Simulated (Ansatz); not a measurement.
The reference is MgI2 in the CdI2 type structure (space group P-3m1, No. 164; a = 4.124 Å, c = 6.831 Å; layered, stacked along the Cartesian z axis). Axes: x lies along a and z along c of the hexagonal cell.

One thing is altered: tensile biaxial strain of 2.50 % in the plane normal to [001], as in epitaxy on a mismatched substrate; the out-of-plane cell vector and the atoms relax.

Method: PBE-D3(BJ) (Ansatz, an electronic-structure program; PAW; 420 eV plane waves; no spin-orbit coupling).

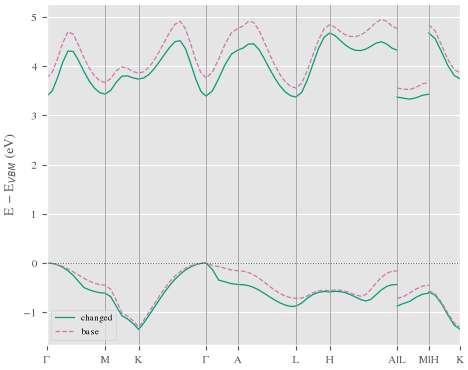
Highest valence and lowest conduction band along the path, each from its own valence-band maximum

Q: From the figure, how large is the changed gap, and is it direct?

A: About 3.3 eV, indirect, Γ → L–M (40 % along).

With I present, leaving out spin-orbit coupling can change the band edges. Stability against distortions was not tested.
